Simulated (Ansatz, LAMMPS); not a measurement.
## Amorphous poly(p-phenylene) (as short chains C38H30) at 300 K (204 atoms): a single point

Wanted: forces, charges and levels of amorphous poly(p-phenylene) (as short chains C38H30) at 300 K (204 atoms).

Program: Ansatz 0.2.0. Level of theory: Kohn-Sham DFT, PBE+D4, PAW (set soft_2), plane waves. Results are calculated unless marked as measured.

## Step 1: The starting structure

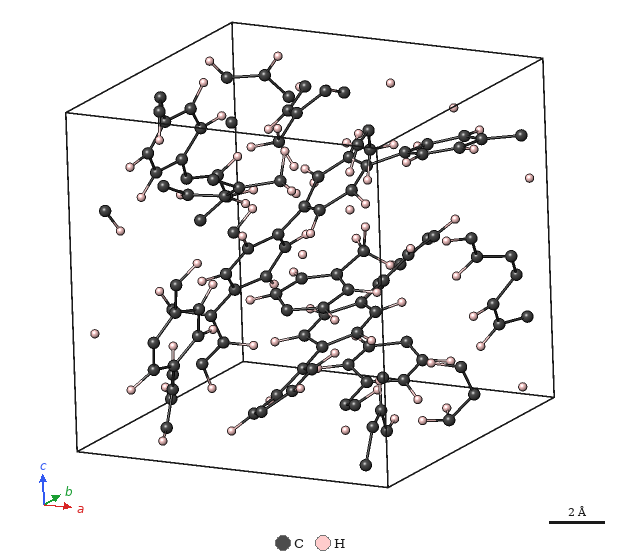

The starting structure, seen slightly off an axis (carbon dark grey, hydrogen pink). Bonds to atoms that aren't drawn are left out. Some periodic images of atoms are drawn too.

The cell holds 204 atoms: 114 C and 90 H. Its edges and angles: a = 12.860 Å, b = 12.860 Å, c = 12.860 Å, α = 90.0°, β = 90.0°, γ = 90.0°. 3 poly(p-phenylene) chains of 6 units with methyl end groups placed at random, at 1.14 g/cm³; overlaps pushed apart, then 20 ps at 800 K with MMFF94 bonds, angles, torsions, charges and radii (Halgren, J. Comput. Chem. 17, 490 (1996)) in harmonic and 12-6 forms. Snapshot after 30 ps at 300 K and fixed volume.

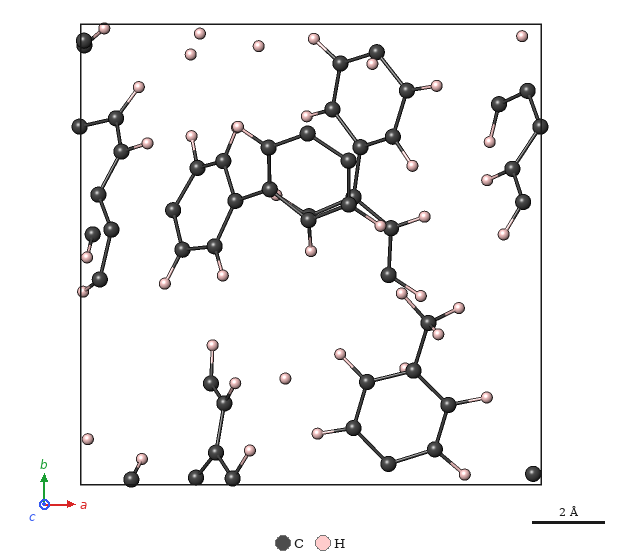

A slice 6 Å thick through the middle of the cell. Bonds to atoms that aren't drawn are left out.

What the set-up can't give: The network of contacts between molecules at the start is that of the classical potential that made the cell, and needn't be the one that DFT or experiment would give. The density was typed from a rule of thumb and may lie off the real one at this temperature. Only the Γ point is sampled, in a cell whose shortest periodic width is 13 Å.

## Step 2: Making the structure

A classical potential makes the cell, at a small fraction of what the same run would cost in DFT.

This step: classical MD, MMFF94 bonds, angles, torsions, charges and radii (Halgren, J. Comput. Chem. 17, 490 (1996)) in harmonic and 12-6 forms; charges of ions scaled by 0.8 (LAMMPS 22 Jul 2025 - Update 4).

in.lmp

```
# amorphous poly(p-phenylene)
units real
atom_style full
boundary p p p
bond_style harmonic
angle_style harmonic
dihedral_style opls
improper_style harmonic
special_bonds lj 0 0 0.5 coul 0 0 0.75
read_data data.lmp
neigh_modify delay 0 every 1 check yes one 4000
comm_modify cutoff 12.0
timestep 0.5
thermo_style custom step time temp pe press density
thermo_modify norm yes
# push overlapping molecules apart
pair_style soft 2.6
pair_coeff * * 0.0
variable a equal ramp(1,60)
fix ad all adapt 1 pair soft a * * v_a
velocity all create 800 64418 mom yes dist gaussian
fix lim all nve/limit 0.03
fix lan all langevin 800 800 50 64419 zero yes
thermo 1000
run 3000 post no
unfix ad
pair_style lj/cut/coul/long 9.0
pair_modify mix arithmetic tail yes
pair_coeff 1 1 0.0678 3.3680   # C
pair_coeff 2 2 0.0678 3.5860   # C
pair_coeff 3 3 0.0216 2.5400   # H
kspace_style pppm 1.0e-4
thermo 100
minimize 1e-5 1e-3 300 3000
# [... 15 lines left out ...]
compute msd all msd com yes
thermo 7500
fix md all nvt temp 300 300 100
run 30000 post no
print "== T300: mean square displacement over the hold $(c_msd[4]:%.2f) A^2"
unfix md
uncompute msd
write_dump all custom T300.dump id type xs ys zs modify sort id
```

On the command line:

```console
lmp -in in.lmp -log none -nocite
```

Numbers of over 12 decimals in the logs are rounded to 6 here.

The program printed:

```text
LAMMPS (22 Jul 2025 - Update 4)
Reading data file ...
  orthogonal box = (0 0 0) to (12.85967 12.85967 12.85967)
  204 atoms
  orthogonal box = (0 0 0) to (12.85967 12.85967 12.85967)
  219 bonds
  360 angles
  528 dihedrals
  108 impropers
   Step          Time           Temp          PotEng         Press         Density
         0   0              800            0.97605068    -32380.537      1.1399996
      1000   500            728.89282      2.7862053      15524.887      1.1399996
      2000   1000           580.05847      2.9608133      18056.451      1.1399996
      3000   1500           647.21101      2.8585058      32551.089      1.1399996
Loop time of 0.509411 s on 1 MPI rank(s) for 3000 steps with 204 atoms
PPPM initialization ...
  G vector (1/distance) = 0.2544422
  grid = 5 5 5
  estimated relative force accuracy = 2.6350303e-05
   Step          Time           Temp          PotEng         Press         Density
      3000   1500           647.21101      3.3850595      58042.84       1.1399996
      3100   1550           647.21101      0.71980582     22309.634      1.1399996
      3200   1600           647.21101      0.67076035     20938.592      1.1399996
      3300   1650           647.21101      0.64441295     19272.669      1.1399996
Loop time of 0.561513 s on 1 MPI rank(s) for 300 steps with 204 atoms
[... 2 lines left out ...]
  Energy initial, next-to-last, final =
      3.38505954880212  0.644674300106391  0.644412950814201
  Force two-norm initial, final = 845.48383 7.042901
  Iterations, force evaluations = 300 599
   Step          Time           Temp          PotEng         Press         Density
         0   0              800            0.64441295     21259.98       1.1399996
      1000   500            656.61158      2.5310807      19162.769      1.1399996
      2000   1000           680.63282      2.539664       7791.4391      1.1399996
Loop time of 1.37132 s on 1 MPI rank(s) for 2000 steps with 204 atoms
   Step          Time           Temp          PotEng         Press         Density
      2000   1000           680.63282      2.539664       7791.4391      1.1399996
[... 5 lines left out ...]
Loop time of 14.7787 s on 1 MPI rank(s) for 20000 steps with 204 atoms
   Step          Time           Temp          PotEng         Press         Density
[... 4 lines left out ...]
Loop time of 14.3796 s on 1 MPI rank(s) for 20000 steps with 204 atoms
   Step          Time           Temp          PotEng         Press         Density
[... 2 lines left out ...]
     52500   51500          311.70445      1.252903       10689.477      1.1399996
     60000   59000          279.23258      1.3859204     -3493.6853      1.1399996
     67500   66500          324.47948      1.3788468      3711.7385      1.1399996
     72000   71000          331.77177      1.3842842      2067.3893      1.1399996
Loop time of 21.0829 s on 1 MPI rank(s) for 30000 steps with 204 atoms
== T300: mean square displacement over the hold 2.19 A^2
```

Elapsed: 53 s, on 1 thread of Arm Neoverse V2, shared host; peak memory 0.13 GiB.

The input also reads data.lmp (atoms, bonds and types; not printed here).

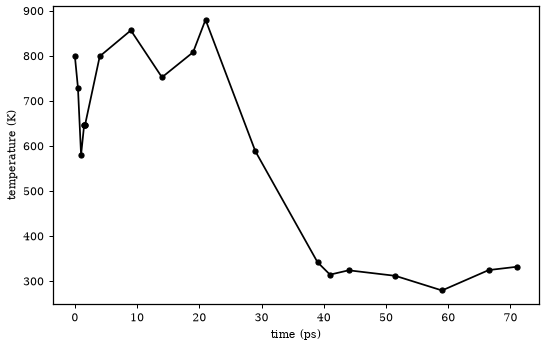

Temperature, plotted against time.

## Step 3: Plane-wave single point

The electrons are solved once, with the atoms held.

input.yaml

```yaml
crystal:
  lattice:
    - [12.85967, 0.0, 0.0]
    - [0.0, 12.85967, 0.0]
    - [0.0, 0.0, 12.85967]
  atoms:
    - { symbol: C, position: [0.7551, 0.35132, 0.57818] }
    - { symbol: C, position: [0.72279, 0.24781, 0.53359] }
    - { symbol: C, position: [0.62193, 0.22328, 0.51749] }
    - { symbol: C, position: [0.59247, 0.12318, 0.49517] }
    - { symbol: C, position: [0.66824, 0.04543, 0.47601] }
    - { symbol: C, position: [0.76914, 0.07701, 0.4858] }
    - { symbol: C, position: [0.79835, 0.17329, 0.5161] }
    - { symbol: C, position: [0.64299, 0.93904, 0.44614] }
    - { symbol: C, position: [0.56419, 0.91455, 0.36934] }
    - { symbol: C, position: [0.54672, 0.81496, 0.33502] }
    - { symbol: C, position: [0.60766, 0.73299, 0.37425] }
    - { symbol: C, position: [0.67785, 0.75568, 0.45163] }
    - { symbol: C, position: [0.70834, 0.85569, 0.48289] }
    - { symbol: C, position: [0.59271, 0.62483, 0.33681] }
    - { symbol: C, position: [0.6739, 0.55709, 0.3354] }
    - { symbol: C, position: [0.66881, 0.45544, 0.30017] }
    - { symbol: C, position: [0.57403, 0.41922, 0.25902] }
    - { symbol: C, position: [0.48346, 0.48173, 0.26542] }
    - { symbol: C, position: [0.49587, 0.58322, 0.30287] }
    - { symbol: C, position: [0.56612, 0.31585, 0.22056] }
    - { symbol: C, position: [0.49449, 0.28675, 0.14236] }
    - { symbol: C, position: [0.47476, 0.18451, 0.11348] }
    - { symbol: C, position: [0.54164, 0.10579, 0.14695] }
    - { symbol: C, position: [0.62797, 0.13343, 0.21025] }
    - { symbol: C, position: [0.63746, 0.23728, 0.24758] }
    - { symbol: C, position: [0.53239, 0.99557, 0.11523] }
    - { symbol: C, position: [0.61392, 0.93519, 0.08613] }
    - { symbol: C, position: [0.60868, 0.83094, 0.05463] }
    - { symbol: C, position: [0.51729, 0.77929, 0.05287] }
    - { symbol: C, position: [0.42918, 0.83593, 0.07945] }
    - { symbol: C, position: [0.4401, 0.94072, 0.10725] }
    - { symbol: C, position: [0.50397, 0.67496, 0.01242] }
    [... 166 atom lines left out ...]
    - { symbol: H, position: [0.87295, 0.51188, 0.2178] }
    - { symbol: H, position: [0.0676, 0.68616, 0.01138] }
    - { symbol: H, position: [0.20749, 0.68401, 0.1533] }
    - { symbol: H, position: [0.92331, 0.60353, 0.95118] }
    - { symbol: H, position: [0.82481, 0.53853, 0.03561] }
    - { symbol: H, position: [0.83117, 0.67172, 0.03804] }
kpoints:
  mp_grid: { grid: [1, 1, 1] }
hamiltonian:
  xc: pbe
  dispersion: d4
scf:
  occupations: { method: fixed }
output:
  forces: true
  stress: true
  populations: true
  dos:
    method: { smearing: { sigma: 0.15 } }
    de: 0.1
    projected: { site_lists: { C: [C], H: [H] } }
  eigenvalues: true
  write_density: true
  write_potential: true
  volumetric_format: npy
```

On the command line:

```console
ansatz run input.yaml --threads 8 --pin off --max-ram 15872MiB --backend cpu --events-out ev --progress --plain --runs-dir out
```

The program printed:

```text
Engine: ansatz 0.2.0, aarch64-unknown-linux-gnu
Pseudopotentials: kind: paw
Pseudopotential: C, paw, valence charge 4, recommended cutoff 420 eV (normal), C.paw.azcp
Pseudopotential: H, paw, valence charge 1, recommended cutoff 420 eV (normal), H.paw.azcp
[... 5 lines on functional and potentials left out ...]
Crystal: 204 atoms, lattice volume = 2126.618 Å³
Basis set: ecut = 420 eV, 41755 PW (Γ), exchange–correlation on 180×180×180 points (8 copies of the dense FFT grid, shifted against one another)
Bands: 477, of which v1, the nominal top of the filled ones, is band 273 counted from 1 (272 counted from 0)
Symmetry: 1 space group operations
Space group: P1 (ITA 1), of the structure as read, at distance tolerance 1.3e-4 Å
k-points: 1
[... 5 lines on functional and potentials left out ...]
Initial density: superposition of atomic densities (neutral atoms: chi_scale 0, normalization atom), corrected by the library's trained network
Initial wavefunctions: pseudopotential atomic-orbital guess
Functional: x = pbe(κ = 0.804, μ = 0.219515), c = pbe(β = 0.066725)
SCF iter   1: F=—  HF=-30045.149994 eV  |F-HF|=—  |Δ(HF+E_count)|=         —  Δρ=3.60e-3  dr2=3.57e-1  ethr=1.77e-3  ⟨swp⟩=5.0  Hψ=1647  notcnv=0  defer=202
preconditioner: auto → Resta (q_TF=auto, 2.175 Å⁻¹)  ε∞=2.6  [insulator: Δε(μ)=2.585 eV  Ē_g=15.080 eV  n_scr=364 (ndim 8)  ℏωp=18.8 eV  f_vac=0.195  ε∞_Penn≈2.6]
SCF iter   2: F=—  HF=-30045.131448 eV  |F-HF|=—  |Δ(HF+E_count)|=   1.85e-2  Δρ=1.82e-3  dr2=6.93e-2  ethr=6.55e-5  ⟨swp⟩=3.0  Hψ=824  notcnv=0  defer=202
SCF iter   3: F=—  HF=-30045.150732 eV  |F-HF|=—  |Δ(HF+E_count)|=   1.93e-2  Δρ=6.78e-4  dr2=1.36e-2  ethr=1.27e-5  ⟨swp⟩=2.0  Hψ=454  notcnv=0  defer=202
SCF iter   4: F=—  HF=-30045.153438 eV  |F-HF|=—  |Δ(HF+E_count)|=   2.71e-3  Δρ=1.98e-4  dr2=1.76e-3  ethr=2.49e-6  ⟨swp⟩=2.0  Hψ=498  notcnv=0  defer=202
SCF iter   5: F=—  HF=-30045.153714 eV  |F-HF|=—  |Δ(HF+E_count)|=   2.76e-4  Δρ=9.43e-5  dr2=3.58e-4  ethr=3.23e-7  ⟨swp⟩=2.0  Hψ=497  notcnv=0  defer=202
SCF iter   6: F=—  HF=-30045.153656 eV  |F-HF|=—  |Δ(HF+E_count)|=   5.84e-5  Δρ=3.56e-5  dr2=4.17e-5  ethr=6.57e-8  ⟨swp⟩=2.0  Hψ=488  notcnv=0  defer=200
SCF iter   7: F=—  HF=-30045.153734 eV  |F-HF|=—  |Δ(HF+E_count)|=   7.80e-5  Δρ=1.25e-5  dr2=5.53e-6  ethr=7.63e-9  ⟨swp⟩=2.0  Hψ=696  notcnv=0  defer=200
SCF iter   8: F=—  HF=-30045.153732 eV  |F-HF|=—  |Δ(HF+E_count)|=   1.58e-6  Δρ=4.38e-6  dr2=6.38e-7  ethr=1.01e-9  ⟨swp⟩=2.0  Hψ=536  notcnv=0  defer=200
SCF iter   9: F=—  HF=-30045.153732 eV  |F-HF|=—  |Δ(HF+E_count)|=   1.04e-7  Δρ=1.79e-6  dr2=1.20e-7  ethr=1.83e-11  ⟨swp⟩=24.0  Hψ=4872  notcnv=0
SCF iter  10: F=-30045.153732 eV  HF=-30045.153732 eV  |F-HF|=1.20e-8  |Δ(HF+E_count)|=   3.50e-8  Δρ=6.57e-7  dr2=1.63e-8  ethr=1.83e-11  ⟨swp⟩=9.0  Hψ=2668  notcnv=0
SCF 1 converged in 10 iterations: F = -30045.153732 eV  dr2 = 1.63e-8
  greatest PAW one-centre occupation: 0.703 electrons in one spin orbital (limit 2), on the C atom at site 36 (counted from 0), in its partial waves of l = 0
WARN: The input density's exchange-correlation potential varies sharply where the density is thin. Do not read a vacuum level from v_tot or v_xc, or from such a field of the output density. On a cell that repeats whose density bears no net charge and no dipole along the vacuum's axis use v_es (v_loc + v_h of the components); [...]
SCF converged after 10 iterations
Free energy (F): -30045.153732 eV
Harris-Foulkes:  -30045.153732 eV  (|F-HF|=1.20e-8)
Internal energy: -30045.153732 eV  (E = F + TS)
E sigma→0 (E₀):  -30045.153732 eV
Fermi energy:    0.758578 eV
--- Per-component energies (eV) ---
  E_band       = -3525.557756
  E_kinetic    = 11633.228377
  E_local      = -35023.035979  (includes V_loc(G=0)·N_el)
  E_nonlocal   = 3295.076429
  E_hartree    = 12616.247509
  E_xc         = -6283.860076
  E_vxc        = -7816.342332  (∫ρ·V_xc dr)
  E_paw        = -11383.153527  (= ΣΔE_a)
  E_vpaw       = -846.852519  (= ΣTr[D̂ρ^β])
  E_aug_tail   = -0.124536  (compensation charges beyond the density's cutoff)
  E_ewald      = -4884.663155
  E_disp       = -14.868774  (pairwise vdW)
  E_smearing   = -0.000000  (= −TS)
  E_closure    = 0.000000  (closes the sum)
  Σ components = -30045.153732   (vs F -30045.153732, Δ=0.00e0)
--- Forces (eV/Å), atoms counted from 1 ---
  atom   1  C     -0.17074379     0.19621906     0.75937049
  atom   2  C      1.26404910     1.96932924     0.49950612
  atom   3  C     -1.51067009    -0.18073950    -0.14035907
  atom   4  C      0.93009670    -0.79407354    -1.15348489
  atom   5  C     -1.91280248     0.42837424     0.40937190
  atom   6  C      2.10295987    -2.09107961    -0.16221258
  atom   7  C      0.74464848     0.91802541    -0.22019151
  atom   8  C      0.52052550    -1.23038541    -0.91092491
  atom   9  C      0.91222267    -0.27150860     2.00890988
  atom  10  C      1.87345529    -0.26649674     1.38320465
  atom  11  C     -1.20452744    -0.42848795    -0.54221635
  atom  12  C      2.12703325    -0.20384096     1.17308425
  atom  13  C     -2.14565515     0.38514180    -0.98356992
  atom  14  C     -1.92012279     0.56199030    -0.06091334
[...]
atom 203  H     -0.72441182    -1.19928461    -0.25663175
  atom 204  H     -0.49359739     0.79616697    -0.47312663
  max |Σ_I F_I| component: 4.00e-5 eV/Å
--- Stress (GPa, compression-positive) ---
        2.930519      -0.270930       0.718921
       -0.270931       3.753773       0.502044
        0.718921       0.502045       1.758488
  P = ⅓ Tr σ = 2.8143 GPa (28.143 kbar)
--- Band table (eV) ---
  k-point 0: bands = ["-16.3551", "-16.2504", "-16.1645", "-16.1526", [... 461 levels ...], "11.7740", "11.7975", "11.8132", "11.8409", "11.8983", "11.9358", "11.9675", "11.9796", "12.0191", "12.0807", "12.0895", "12.1080"]
--- Löwdin populations: 204 sites ---
  site symbol       q [e]
     0      C      4.4477
     1      C      3.9394
     2      C      4.1413
[...]
203      H      0.7902
  spilling = 0.011775 (of n_electrons = 546.000000)
```

Run time: 31 s. Hardware: 8 threads of Arm Neoverse V2, shared host; peak memory 2.9 GiB; 3.9 min of CPU time.

The program notes that the exchange-correlation potential is rough where the density is thin.

Read from the output:

| Property | Result |
| --- | --- |
| free energy | -30045.1537 eV |
| free energy per atom | -147.2802 eV/atom |
| SCF cycles | 10 |
| pressure | 2.814 GPa |
| r.m.s. force component | 0.9942 eV/Å |
| longest force | 4.486 eV/Å |
| Fermi energy | 0.7586 eV |
| gap (highest filled to lowest empty level) | 2.493 eV |
| spilling of the projection | 0.01178 |

Neighbours are counted within 1.85 Å (C-C), 1.34 Å (C-H).

Length of the force by element and coordination:

| element | coordination | atoms | mean length of the force (eV/Å) | spread | least | most |
| --- | --- | --- | --- | --- | --- | --- |
| C | all | 114 | 1.91 | 0.826 | 0.471 | 4.49 |
| C | 3 | 108 | 1.90 | 0.823 | 0.471 | 4.49 |
| C | 4 | 6 | 2.02 | 0.869 | 0.803 | 3.27 |
| H | all | 90 | 0.966 | 0.560 | 0.207 | 2.96 |

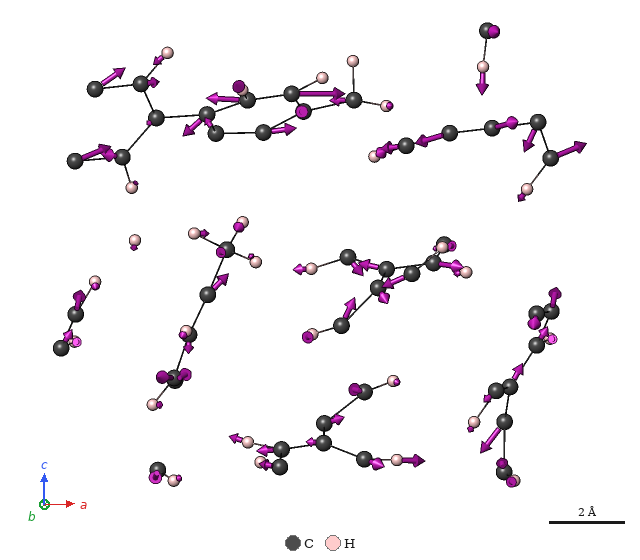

Forces as arrows; the longest in the cell is 4.49 eV/Å. Drawn is a slice 4 Å thick, seen along the normal of the ac plane. Bonds to atoms that aren't drawn are left out.

Löwdin charges by element and coordination (they lack the spilled electrons, 0.032 e an atom on average):

| element | coordination | atoms | mean charge (e) | spread | least | most |
| --- | --- | --- | --- | --- | --- | --- |
| C | all | 114 | -0.0926 | 0.117 | -0.463 | 0.0673 |
| C | 3 | 108 | -0.0726 | 0.0824 | -0.158 | 0.0673 |
| C | 4 | 6 | -0.453 | 0.009 | -0.463 | -0.436 |
| H | all | 90 | 0.189 | 0.0102 | 0.164 | 0.22 |

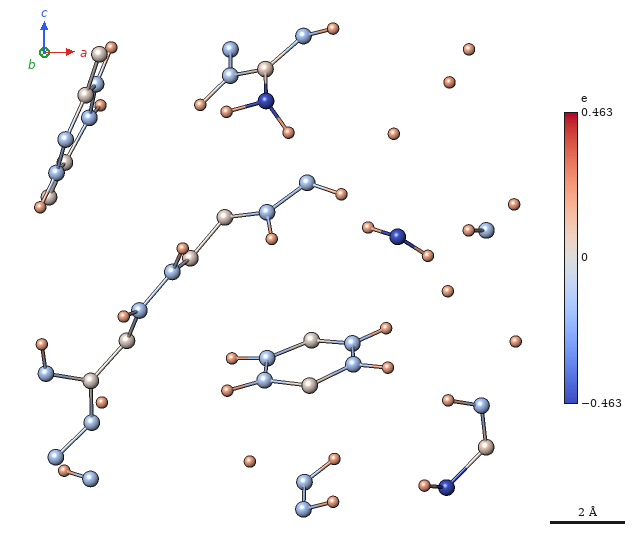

Atoms coloured by Löwdin charge. Drawn is a slice 4 Å thick, seen along the normal of the ac plane. Bonds to atoms that aren't drawn are left out.

States in the cell by windows of 1 eV, zero at the Fermi level; the larger projections on atomic orbitals stand beside the total:

| from (eV) | to (eV) | total | C p | H s | C s |
| --- | --- | --- | --- | --- | --- |
| -14 | -13 | 46.2 | 12.8 | 5.3 | 27.5 |
| -13 | -12 | 8.6 | 3.1 | 0.9 | 4.5 |
| -12 | -11 | 10.6 | 3.8 | 1.5 | 5.1 |
| -11 | -10 | 28.0 | 15.3 | 3.4 | 8.9 |
| -10 | -9 | 37.2 | 20.6 | 5.4 | 10.6 |
| -9 | -8 | 18.2 | 12.5 | 3.2 | 2.0 |
| -8 | -7 | 15.0 | 10.8 | 2.4 | 1.5 |
| -7 | -6 | 43.3 | 32.2 | 6.7 | 3.8 |
| -6 | -5 | 77.0 | 55.8 | 16.4 | 3.8 |
| -5 | -4 | 51.8 | 41.8 | 8.6 | 0.9 |
| -4 | -3 | 55.7 | 46.0 | 8.9 | 0.5 |
| -3 | -2 | 35.6 | 29.1 | 6.0 | 0.3 |
| -2 | -1 | 38.7 | 38.0 | 0.5 | 0.2 |
| -1 | 0 | 23.3 | 22.8 | 0.3 | 0.1 |
| 0 | 1 | 2.1 | 2.0 | 0.0 | 0.0 |
| 1 | 2 | 0.0 | 0.0 | 0.0 | 0.0 |
| 2 | 3 | 8.0 | 7.6 | 0.1 | 0.1 |
| 3 | 4 | 38.2 | 33.8 | 1.1 | 0.5 |
| 4 | 5 | 29.2 | 20.0 | 3.6 | 1.4 |

With fixed occupations the program's Fermi level is the highest filled level; weight inside the gap is the broadening of levels at its edges.

Between -18 and -14 eV lie 55 more states.

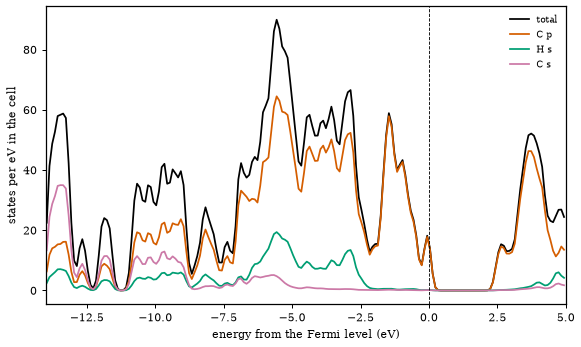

Total and projected density of states, with the broadening of the input.

The levels nearest the highest filled one (over half full), pooled over k-points and spins:

| level less the highest filled one (eV) | occupation |
| --- | --- |
| -0.584 | 2 |
| -0.529 | 2 |
| -0.437 | 2 |
| -0.160 | 2 |
| -0.039 | 2 |
| 0 | 2 |
| 2.49 | 0 |
| 2.64 | 0 |
| 2.74 | 0 |
| 2.92 | 0 |
| 3.05 | 0 |
| 3.23 | 0 |

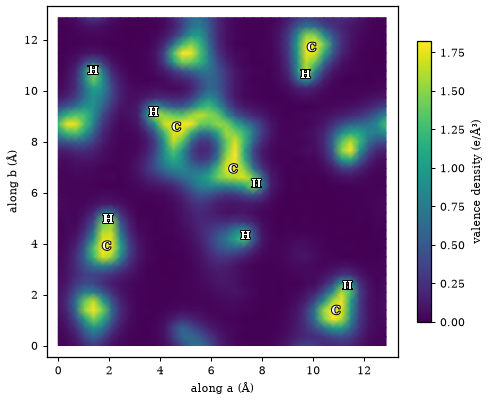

Valence density in the ab plane at fractional z = 0.310, with atoms of C and H within 0.2 Å of it. It is the smooth field of the valence electrons, not physical close to the nuclei. The map starts off the cell's origin, so that atoms lie inside it.

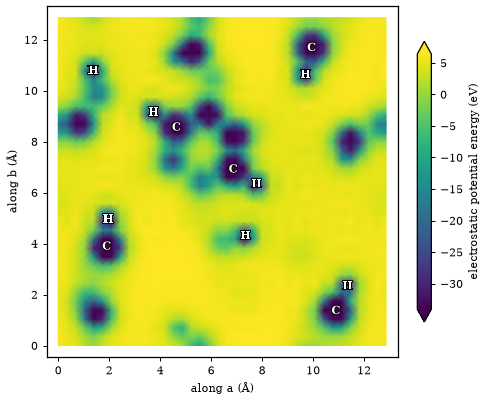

Electrostatic potential energy in the ab plane at fractional z = 0.310, with atoms of C and H within 0.2 Å of it. With pseudopotentials it is smooth inside the atoms' cores, unlike the true potential. The map starts off the cell's origin, so that atoms lie inside it.

Mean Löwdin charges: C -0.09, H +0.19 e (they miss 1.2 % of the electrons, so they add up to more than the cell's charge). The largest share in the top eV of filled states is C p (98 % of the projected weight), and in the lowest eV of empty states C p (97 % of the projected weight).

(Part 1 of 2 ends here.)

[Logs are printed without paths, hosts, clocks, repeated set-up lines and the standing remarks that a program may print on its own settings, such as how far it seeks lower states.]

[Hosts, paths, dates, database ids (printed as entryN), source tags and the programs' standing remarks are cut or masked in the printed files.]

[The MMFF94 radii named for the starting cell were scaled by 0.96; in molecules described by MMFF94, hydrogen bound to N, O or S took a small fixed 12-6 site in their place.]
